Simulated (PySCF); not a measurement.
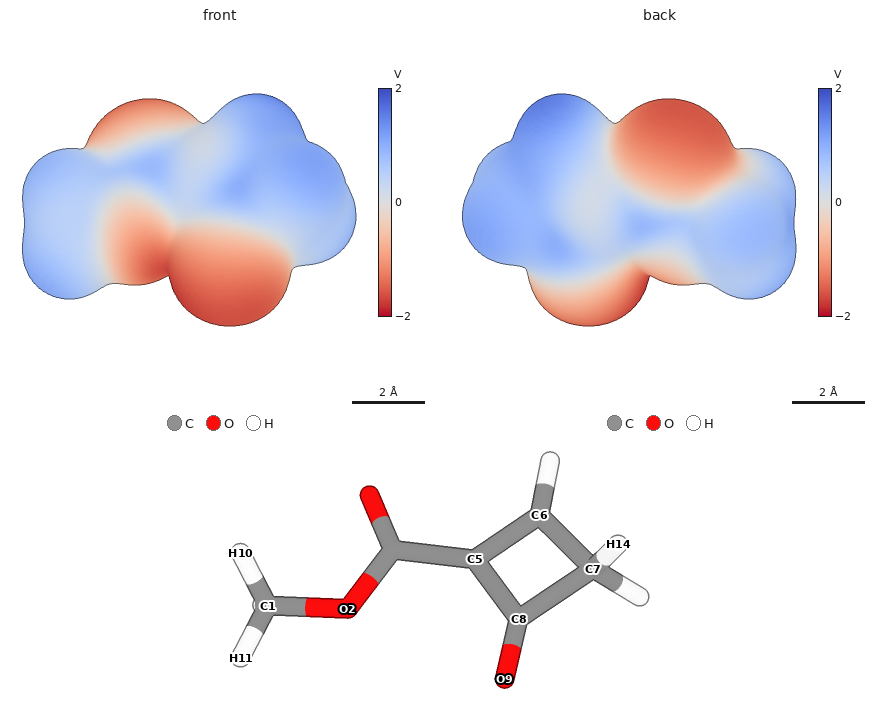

*C₆H₆O₃ (SMILES COC(=O)C1=CCC1=O). The electrostatic potential painted on the density surface at 0.002 e/bohr³, seen from the front and from behind; the colour scale runs from red (negative) to blue (positive). The bare structure is drawn below in the same view.*

Geometry: GFN2-xTB, NEB image 0 of 0 to 8.

Level of theory: PySCF 2.14.0, PBE0/pcSseg-1, SCF density, gas phase, non-relativistic.

```xyz
15

C     2.9447    0.2048   -0.3166
O     1.5542    0.4641   -0.2048
C     0.7700   -0.5975   -0.0143
O     1.1670   -1.7341    0.0669
C    -0.6483   -0.2090    0.0857
C    -1.7782   -0.9228    0.2746
C    -2.7068    0.2623    0.2407
C    -1.4070    1.0732    0.0238
O    -1.1607    2.2280   -0.1252
H     3.3163   -0.2684    0.5948
H     3.4215    1.1691   -0.4700
H     3.1394   -0.4596   -1.1612
H    -1.9686   -1.9720    0.4053
H    -3.2364    0.4790    1.1673
H    -3.4116    0.2910   -0.5890
```

Describe the electrostatic potential map.

Answer. The most negative region (about −1.7 V) lies over O9, the most positive (about +1.5 V) over H13. O9 is the likeliest acceptor of a hydrogen bond.

How polar is the molecule by this calculation?

Answer. Its dipole moment is 1.51 D.
